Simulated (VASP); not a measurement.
```
CELL_PARAMETERS angstrom
      5.63009     0.00000     0.00000
     -2.81505     4.87580     0.00000
      0.00000     0.00000     5.36056
ATOMIC_POSITIONS crystal
  Mg 0.66667 0.33333 0.50000
  Mg 0.33333 0.66667 0.50000
  Sn 0.65491 0.00000 0.00000
  Sn 0.34509 0.34509 0.00000
  Sn 0.00000 0.65491 0.00000
  Sn 0.00000 0.00000 0.50000
```

Calculation: PBEsol GGA, VASP's PBE PAW potentials (set 64) (plane waves; VASP). Run with 400 eV cut-off, 7×7×7 Γ-centred mesh, tetrahedra with Blöchl corrections, potentials Mg Sn_d.

Unless said otherwise, spin-orbit coupling is left out, though it shifts the bands of the heavy elements here.

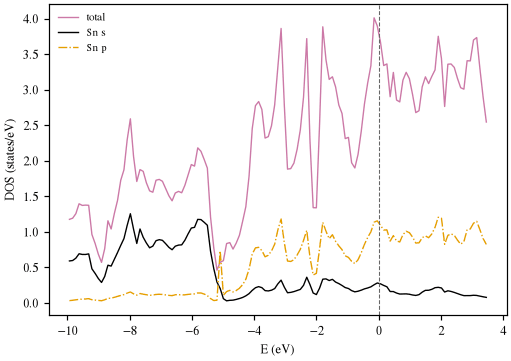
Figure: Total and projected density of states, zero at the Fermi level

Within 2 eV below the Fermi level the largest weight inside VASP's projection spheres is Sn p, then Sn s.

It has no gap at this level: it comes out as a metal or semimetal.

The structure comes from a computed database's MgSn2 entry (P-62m); how it stands against other phases isn't given here. It was relaxed first.
